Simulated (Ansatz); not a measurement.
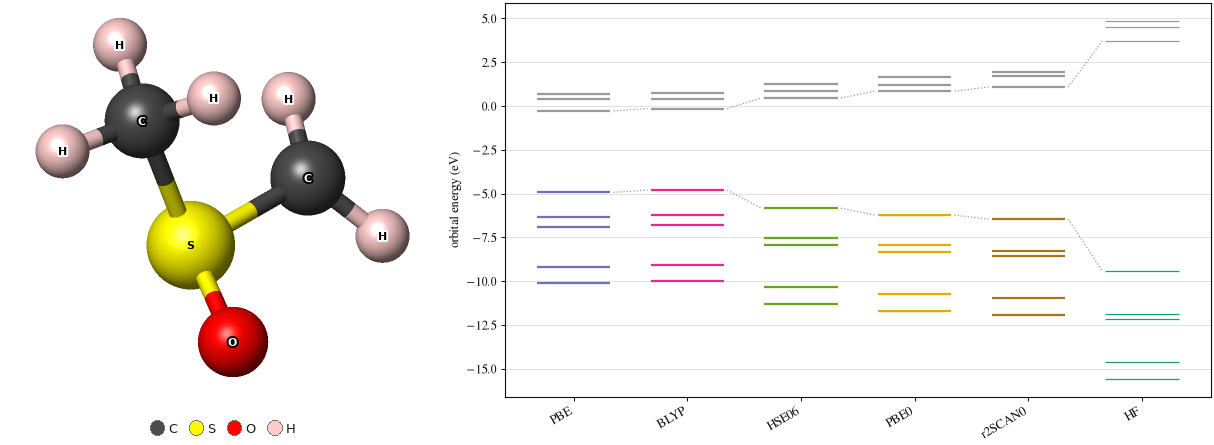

Frontier orbital energies (alpha spin) of C₂H₅OS, SMILES [CH2]S(C)=O, doublet at one geometry, def2-TZVPP, the Ansatz code 0.2.0, at a PBE0-D4/def2-TZVP geometry (a minimum by its frequencies). Empty levels are grey, levels within 0.1 eV stand side by side; all columns show the same few orbitals around the gap. Dotted lines join the HOMOs and the LUMOs. HOMO and LUMO mean the alpha set's.

How do the frontier levels move from column to column?

The separation grows from 4.65 eV (PBE) to 13.12 eV (HF).

```
  level  HOMO (eV)  LUMO (eV)  separation (eV)
    PBE      −4.93      −0.28             4.65
   BLYP      −4.80      −0.15             4.65
  HSE06      −5.83       0.46             6.29
   PBE0      −6.23       0.85             7.08
r2SCAN0      −6.46       1.09             7.54
     HF      −9.41       3.71            13.12
```

Caveats, for all or some of the runs: empty levels above zero depend strongly on the basis.
